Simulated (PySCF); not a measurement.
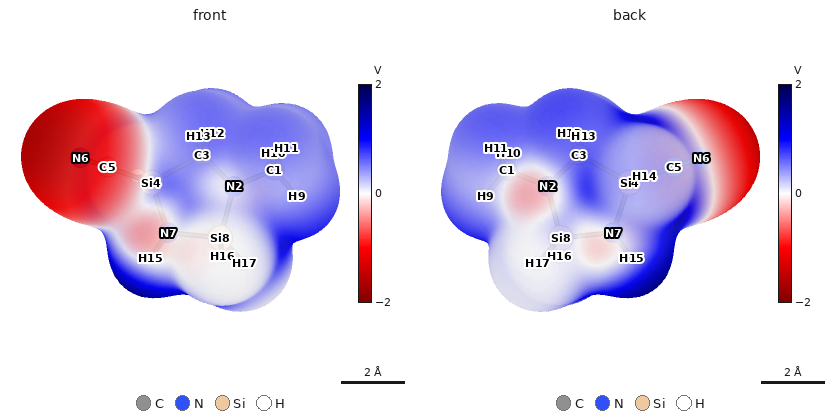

The picture shows: C₃H₉N₃Si₂. The molecular electrostatic potential painted on the density surface at 0.001 e/bohr³, seen from the front and from behind; red is negative and blue positive.

Geometry: GFN2-xTB.

Computed with PBE0/def2-SVPD, SCF density, gas phase (PySCF).

```
atom    x (Å)    y (Å)    z (Å)
   C   2.3531   0.1052   0.2597
   N   0.9731  -0.0487  -0.1080
   C   0.1231   1.0626   0.2598
  Si  -1.6446   0.6713  -0.3275
   C  -2.8555   0.8169   1.0938
   N  -3.6132   0.9086   1.9481
   N  -1.3653  -0.9696  -0.7351
  Si   0.2785  -1.5320  -0.5953
   H   2.9158  -0.7611  -0.0796
   H   2.4753   0.1964   1.3465
   H   2.7760   1.0037  -0.2030
   H   0.5076   1.9773  -0.2068
   H   0.1658   1.2308   1.3452
   H  -2.1495   1.5066  -1.4219
   H  -2.0841  -1.5835  -1.0702
   H   0.3314  -2.6262   0.3838
   H   0.8055  -1.9463  -1.8994
```

### Describe the electrostatic potential map.

The most negative region (about −1.6 V, or −37 kcal/mol for a unit charge) lies over N6, the most positive (about +1.6 V, or +37 kcal/mol for a unit charge) over H15. N6 is the likeliest acceptor of a hydrogen bond.

### What dipole moment does the calculation give?

Its dipole moment is 3.88 D.
